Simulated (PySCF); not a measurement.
## Electronic structure of Al₂F₄O in real space

Input

```
{"job": {"kind": "uv", "xc": "B3LYP", "basis": "def2-SVPD", "ip": true, "nstates": 15}, "charge": 0, "multiplicity": 1}
Al    -1.361488    -0.857516    -0.461330
F     -1.625839    -2.392961     0.076102
F     -2.501557    -0.154126    -1.421517
O      0.031865    -0.030849    -0.040452
Al     1.391525     0.822635     0.432443
F      2.765620     0.803979    -0.476898
F      1.391733     1.706828     1.823091
```

Launched as:

```sh
OMP_NUM_THREADS=1 python probes_run.py task.json out
```

Geometry: PBE0-D3(BJ)/def2-SVP.

Computed with B3LYP/def2-SVPD, SCF density, gas phase (PySCF 2.14.0).

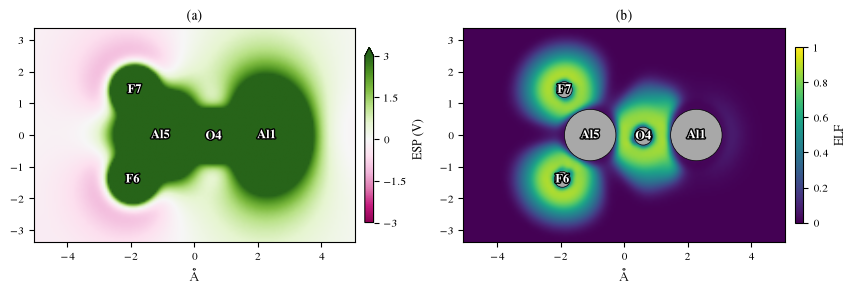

Figure 1. (a) electrostatic potential; (b) electron localisation function on the plane of atoms O4, Al5 and F7. Grey discs cover the atomic cores in the ELF map.

### What does the map show?

Atoms in the plane: Al, O and F.
Al–F (1.65 Å): the ELF peaks at about 0.85 in the valence shell of F, 0.5 Å from its nucleus, and is about 0.30 at the midpoint.
Al–O (1.67 Å): the ELF peaks at about 0.85 in the valence shell of O, 0.6 Å from its nucleus, and is about 0.40 at the midpoint.
The ELF also peaks beside F6 and F7, away from the bonds: lone-pair regions.
Outside the dense part of the molecule the potential is most negative (−1.1 V) near F6.

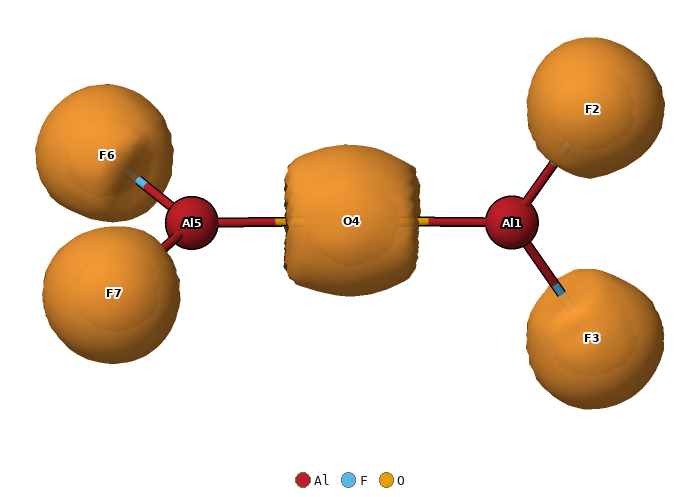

Figure 2. Isosurface of the electron localisation function at 0.8 (orange), seen from one side. Core shells and regions of very low density are left out.

### What do the ELF domains correspond to?

The surface consists of four regions wrapped around F (the valence shell of each) and one region wrapped around O (its valence shell).
